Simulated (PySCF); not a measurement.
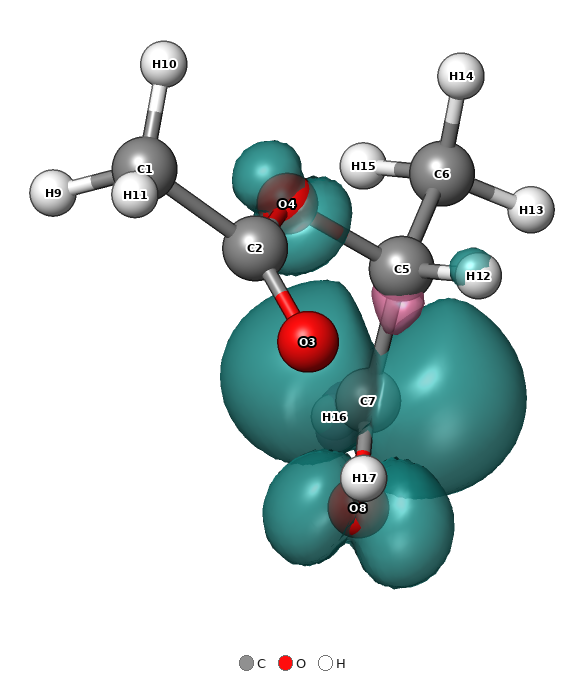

Figure. C₅H₉O₃ (doublet). Isosurfaces of the spin density at +0.02 (teal) and −0.02 e/Å³ (pink), seen at an oblique angle.

Geometry: GFN2-xTB.

These are results of UKS B3LYP, pcH-1 on C H O, non-relativistic, mean-field spin-orbit, GIAO (PySCF), not measurements.

```json
{"atom": "C", "x (Å)": "2.6445", "y (Å)": "-0.5320", "z (Å)": "-0.4871"}
{"atom": "C", "x (Å)": "1.2156", "y (Å)": "-0.1367", "z (Å)": "-0.7487"}
{"atom": "O", "x (Å)": "0.7499", "y (Å)": "0.0405", "z (Å)": "-1.8523"}
{"atom": "O", "x (Å)": "0.5313", "y (Å)": "-0.0084", "z (Å)": "0.3718"}
{"atom": "C", "x (Å)": "-0.8883", "y (Å)": "0.4603", "z (Å)": "0.2588"}
{"atom": "C", "x (Å)": "-1.2720", "y (Å)": "0.9167", "z (Å)": "1.6551"}
{"atom": "C", "x (Å)": "-1.7797", "y (Å)": "-0.5809", "z (Å)": "-0.2632"}
{"atom": "O", "x (Å)": "-1.8115", "y (Å)": "-0.9181", "z (Å)": "-1.5752"}
{"atom": "H", "x (Å)": "2.6666", "y (Å)": "-1.5717", "z (Å)": "-0.1672"}
{"atom": "H", "x (Å)": "3.0576", "y (Å)": "0.0792", "z (Å)": "0.3104"}
{"atom": "H", "x (Å)": "3.2263", "y (Å)": "-0.4212", "z (Å)": "-1.3969"}
{"atom": "H", "x (Å)": "-0.8372", "y (Å)": "1.3078", "z (Å)": "-0.4415"}
{"atom": "H", "x (Å)": "-2.2614", "y (Å)": "1.3638", "z (Å)": "1.6322"}
{"atom": "H", "x (Å)": "-0.5564", "y (Å)": "1.6484", "z (Å)": "2.0195"}
{"atom": "H", "x (Å)": "-1.2789", "y (Å)": "0.0672", "z (Å)": "2.3318"}
{"atom": "H", "x (Å)": "-2.3342", "y (Å)": "-1.2371", "z (Å)": "0.3814"}
{"atom": "H", "x (Å)": "-1.0792", "y (Å)": "-0.4659", "z (Å)": "-2.0387"}
```

Describe the spin distribution.

The unpaired spin (1 electron) lies mostly on C7 (about 0.6) and O8 (about 0.2), in electrons by Hirshfeld's partition.
